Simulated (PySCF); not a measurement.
## Electronic structure of C₇H₁₁FSi in real space

```csv
atom,x (Å),y (Å),z (Å)
C,3.5410,-0.0786,0.6342
C,2.4303,0.3225,0.0436
C,1.2892,-0.5586,-0.3175
F,1.6415,-1.8999,-0.2280
Si,-0.2204,-0.2670,0.8555
C,-1.7529,-1.2717,0.3273
C,-2.7503,-0.2219,-0.0671
C,-2.4197,1.0535,0.0313
C,-1.0529,1.4199,0.5325
H,3.7031,-1.1167,0.8689
H,4.3298,0.6071,0.8891
H,2.2620,1.3639,-0.1947
H,1.0105,-0.4005,-1.3668
H,0.2223,-0.4828,2.2370
H,-1.5760,-1.9562,-0.5041
H,-2.1592,-1.8784,1.1375
H,-3.7194,-0.5429,-0.4203
H,-3.0983,1.8506,-0.2360
H,-0.5418,2.0435,-0.2032
H,-1.1440,2.0248,1.4351
```

Geometry: GFN2-xTB.

Theory: PySCF, PBE0/pcSseg-1, SCF density, gas phase, non-relativistic.

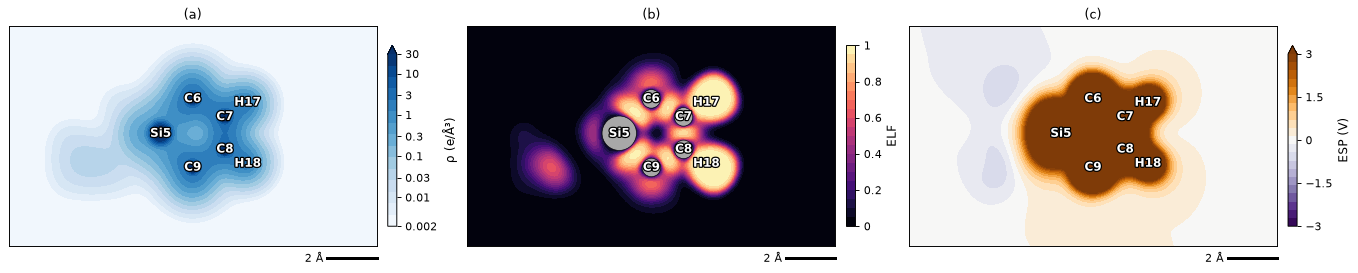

Figure 1. (a) electron density; (b) ELF; (c) electrostatic potential on the plane of atoms C9, C8 and H18. Grey discs cover the atomic cores in the ELF map.

Read the bonding off the picture.

Atoms in the plane: Si, C and H. C–C (1.32 Å): the density is about 2.4 e/Å³ at the midpoint; the ELF peaks at about 0.95 between the atoms: a multiple bond. C–Si (1.91 Å): the density is about 0.91 e/Å³ at the midpoint; the ELF peaks at about 0.95 between the atoms; localised, covalent bonding. C–H (1.08 Å): ρ is about 2 e/Å³ halfway; the ELF climbs to about 1 towards the hydrogen, as it does in any bond to H (a covalent bond by its length). C–C (1.50 Å): the density is about 1.7 e/Å³ at the midpoint; the ELF peaks at about 0.95 between the atoms (a shared electron pair). Outside the dense part of the molecule the potential is most negative (−0.6 V) near C1, which lies off the plane.

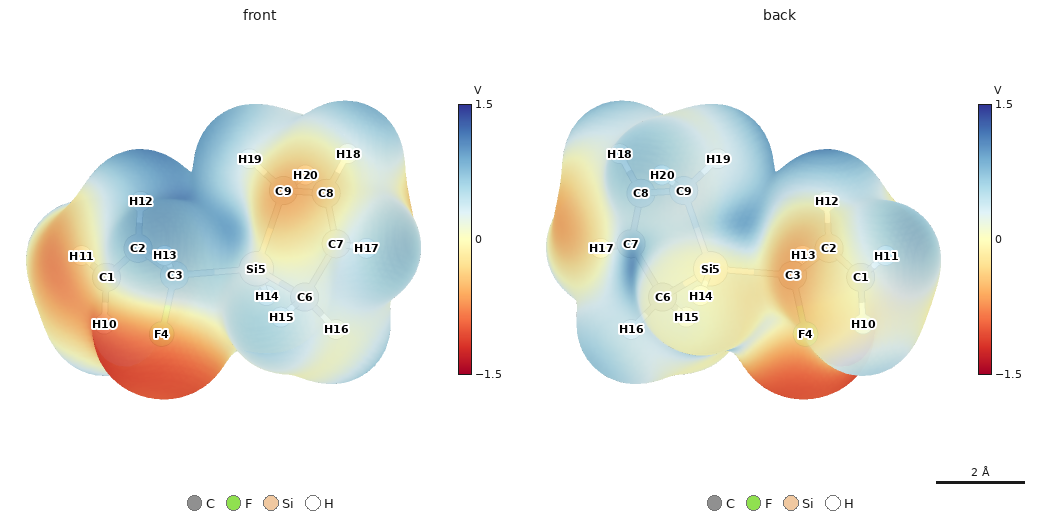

Figure 2. The molecular electrostatic potential painted on the density surface at 0.002 e/bohr³, seen from the front and from behind; red is negative and blue positive.

Describe the electrostatic potential map.

The most negative region (about −1.1 V) lies over F4, the most positive (about +1.0 V) over C2, C3, Si5 and H12.

What dipole moment does the calculation give?

Its dipole moment is 1.71 D.
